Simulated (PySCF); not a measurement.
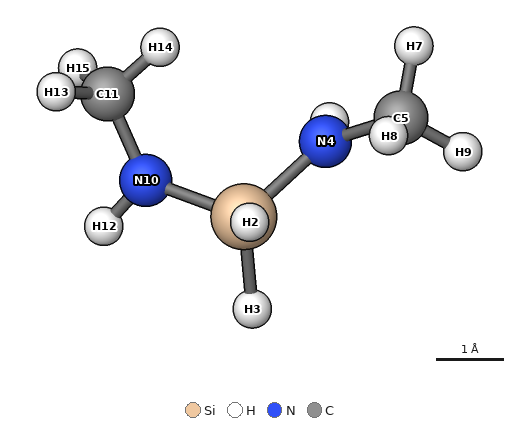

The structure (ball-and-stick view, seen at a tilt; atoms are numbered from 1 in the order of the input). Bond lengths as drawn: C–H 1.10 to 1.11 Å, C–N 1.44 Å, H–N 1.01 Å, H–Si 1.50 Å and N–Si 1.72 to 1.73 Å.

# What a change does: NMR shielding calculation on C$_{2}$H$_{10}$N$_{2}$Si

System: C$_{2}$H$_{10}$N$_{2}$Si (SiH2(NHMe)2).
Method of the first run: GIAO KT2/pcSseg-1 NMR shielding, non-relativistic, gas phase (PySCF 2.14.0).

The geometry comes from this level: PBE0-D3(BJ)/def2-SVP. Text and figures count atoms from 1; the logs count them from 0 in places.

Input, the first run:
```
{"job": {"kind": "nmr", "xc": "KT2", "basis": "pcSseg-1", "pop": false}, "charge": 0, "multiplicity": 1}
Si     1.061852    -0.258755    -0.106160
H      1.544521     0.023425     1.288625
H      2.271263    -0.486213    -0.966308
N      0.063714     1.104633    -0.460369
C      0.109500     2.396790     0.174545
H     -0.460137     1.084491    -1.328897
H     -0.901892     2.797033     0.365451
H      0.609177     2.311128     1.152127
H      0.663615     3.160616    -0.404150
N      0.130804    -1.687960    -0.355372
C     -1.153479    -1.962365     0.238796
H      0.596107    -2.493271    -0.756839
H     -1.101695    -2.596655     1.145074
H     -1.627690    -1.012454     0.529931
H     -1.838440    -2.456566    -0.472436
```

The first line tells a small driver script what to run in PySCF; the rest is the geometry in Å.

Launched with:
```bash
OMP_NUM_THREADS=1 python <driver script> task.json out
```

Hardware: 1 CPU thread, shared host.

Output (the first run):
```
coarse grid: 12120 points
cycle   1  E = -486.7936202539  dE =  2.389e-01  |g| = 6.015e-01  |ddm| = 3.285e+00
cycle   2  E = -486.5914632531  dE =  2.022e-01  |g| = 1.095e+00  |ddm| = 1.942e+00
cycle   3  E = -486.8804112891  dE = -2.889e-01  |g| = 1.007e-01  |ddm| = 1.479e+00
cycle   4  E = -486.8829034190  dE = -2.492e-03  |g| = 3.391e-02  |ddm| = 1.418e-01
cycle   5  E = -486.8831567718  dE = -2.534e-04  |g| = 8.853e-03  |ddm| = 2.911e-02
cycle   6  E = -486.8831753461  dE = -1.857e-05  |g| = 2.497e-03  |ddm| = 9.773e-03
cycle   7  E = -486.8831768718  dE = -1.526e-06  |g| = 8.050e-04  |ddm| = 3.350e-03
final grid: 110048 points
cycle   8  E = -486.8825442112  dE = -1.603e-04  |g| = 1.800e-02  |ddm| = 3.259e-02
cycle   9  E = -486.8824188135  dE =  1.254e-04  |g| = 2.841e-02  |ddm| = 4.033e-02
cycle  10  E = -486.8826008992  dE = -1.821e-04  |g| = 3.917e-03  |ddm| = 3.063e-02
cycle  11  E = -486.8826037673  dE = -2.868e-06  |g| = 1.103e-03  |ddm| = 4.308e-03
cycle  12  E = -486.8826040629  dE = -2.955e-07  |g| = 9.590e-05  |ddm| = 8.536e-04
cycle  13  E = -486.8826040636  dE = -7.730e-10  |g| = 7.548e-05  |ddm| = 1.673e-04
cycle  14  E = -486.8826040649  dE = -1.296e-09  |g| = 1.275e-05  |ddm| = 7.818e-05
cycle  15  E = -486.8826040650  dE = -4.002e-11  |g| = 2.446e-06  |ddm| = 1.743e-05
converged SCF energy = -486.8826040650

GIAO shielding tensors (ppm)
atom      isotropic    diamagn.    paramagn.     s11        s22        s33       span
  0 Si     395.198     884.051    -488.853    353.308    383.071    449.215     95.907
  1 H       26.168      30.757      -4.588     23.096     25.018     30.391      7.294
  2 H       26.178      29.833      -3.655     22.482     24.374     31.677      9.196
  3 N      234.359     324.664     -90.305    193.862    229.119    280.096     86.234
  4 C      151.359     241.502     -90.142    124.867    144.513    184.698     59.831
  5 H       31.490      34.333      -2.843     22.602     31.249     40.619     18.017
  6 H       28.336      27.975       0.361     23.258     26.477     35.272     12.014
  7 H       28.483      29.034      -0.551     24.872     26.975     33.603      8.730
  8 H       28.397      26.448       1.949     22.968     26.370     35.854     12.886
  9 N      232.036     322.679     -90.643    196.922    237.529    261.656     64.734
 10 C      153.515     244.536     -91.021    125.746    149.497    185.300     59.554
 11 H       31.082      31.861      -0.779     22.683     29.498     41.066     18.383
 12 H       28.517      27.888       0.628     23.373     26.342     35.834     12.461
 13 H       28.249      31.141      -2.892     23.635     28.505     32.606      8.971
 14 H       28.664      28.098       0.565     23.895     26.550     35.545     11.650
```

The input of the second run differs as follows (lines with − go, lines with + come):
```diff
-"xc": "KT2"
+"xc": "PBE0"
-"pop": false
```

How does the second run compare with the first run?

The total energies belong to different methods, so their difference says nothing on which is more stable or more accurate. The HOMO goes from −5.28 to −6.53 eV. The LUMO goes from 0.35 to 1.33 eV. Of all shieldings, the largest change is that of Si1, by −10.4 ppm. The functional changes from KT2 to PBE0. Exact exchange removes part of the self-interaction error of semilocal functionals, which pushes filled and empty levels apart. The SCF takes 12 iterations against 15.

Output (the second run):
```
coarse grid: 12120 points
cycle   1  E = -480.7988474243  dE =  2.538e-01  |g| = 4.711e-01  |ddm| = 3.259e+00
cycle   2  E = -480.7605415032  dE =  3.831e-02  |g| = 6.348e-01  |ddm| = 1.002e+00
cycle   3  E = -480.8486158166  dE = -8.807e-02  |g| = 4.798e-02  |ddm| = 6.286e-01
cycle   4  E = -480.8490557493  dE = -4.399e-04  |g| = 1.687e-02  |ddm| = 4.950e-02
cycle   5  E = -480.8491163177  dE = -6.057e-05  |g| = 4.903e-03  |ddm| = 1.384e-02
cycle   6  E = -480.8491216525  dE = -5.335e-06  |g| = 6.150e-04  |ddm| = 3.741e-03
final grid: 110048 points
cycle   7  E = -480.8728308522  dE = -1.865e-05  |g| = 8.361e-03  |ddm| = 1.891e-02
cycle   8  E = -480.8728197778  dE =  1.107e-05  |g| = 1.096e-02  |ddm| = 1.600e-02
cycle   9  E = -480.8728472650  dE = -2.749e-05  |g| = 8.536e-04  |ddm| = 9.429e-03
cycle  10  E = -480.8728474113  dE = -1.463e-07  |g| = 1.774e-04  |ddm| = 6.747e-04
cycle  11  E = -480.8728474177  dE = -6.351e-09  |g| = 2.692e-05  |ddm| = 1.350e-04
cycle  12  E = -480.8728474178  dE = -1.535e-10  |g| = 6.412e-06  |ddm| = 3.708e-05
converged SCF energy = -480.8728474178

GIAO shielding tensors (ppm)
atom      isotropic    diamagn.    paramagn.     s11        s22        s33       span
  0 Si     384.806     880.889    -496.082    342.921    372.199    439.298     96.378
  1 H       26.504      30.704      -4.200     23.365     25.406     30.740      7.375
  2 H       26.476      29.884      -3.409     22.761     24.748     31.918      9.157
  3 N      241.851     324.947     -83.096    200.068    236.470    289.015     88.947
  4 C      153.971     240.155     -86.183    129.292    147.117    185.506     56.214
  5 H       31.636      34.300      -2.664     22.438     31.046     41.424     18.987
  6 H       28.514      27.751       0.763     23.335     26.598     35.611     12.276
  7 H       28.668      28.636       0.033     24.797     27.223     33.985      9.189
  8 H       28.622      26.474       2.148     23.145     26.511     36.209     13.064
  9 N      239.643     322.980     -83.338    203.338    243.711    271.879     68.540
 10 C      155.988     243.194     -87.206    130.003    152.035    185.927     55.923
 11 H       31.272      31.913      -0.641     22.517     29.315     41.984     19.467
 12 H       28.715      27.907       0.808     23.528     26.469     36.148     12.620
 13 H       28.452      30.536      -2.084     23.651     28.796     32.910      9.259
 14 H       28.817      28.092       0.725     23.947     26.579     35.924     11.977
```

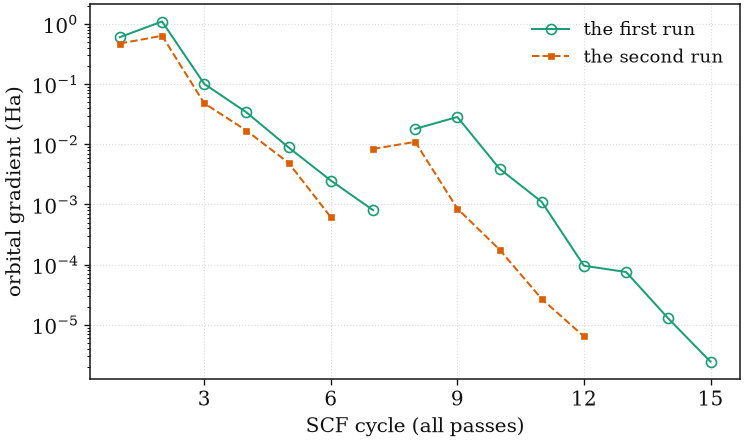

Convergence of the two runs: orbital gradient against the SCF cycle. A break in a curve parts two SCF passes (coarse and final grid). The first run takes 15 cycles in all, and the second run takes 12.

The two runs side by side:

| quantity | the first run | the second run |
| --- | --- | --- |
| outcome | converged | converged |
| total energy (hartree) | −486.882604 | −480.872847 |
| HOMO (eV) | −5.28 | −6.53 |
| LUMO (eV) | 0.35 | 1.33 |
| dipole moment (D) | 1.10 | 1.08 |
| shielding of Si1 (ppm) | 395.2 | 384.8 |
| shielding of H2 (ppm) | 26.2 | 26.5 |
| shielding of H3 (ppm) | 26.2 | 26.5 |
| shielding of N4 (ppm) | 234.4 | 241.9 |
| shielding of C5 (ppm) | 151.4 | 154.0 |
| shielding of N10 (ppm) | 232.0 | 239.6 |
| shielding of C11 (ppm) | 153.5 | 156.0 |
| SCF iterations | 15 | 12 |
| basis functions | 142 | 142 |
| wall time (shared host) | 29 s | 30 s |
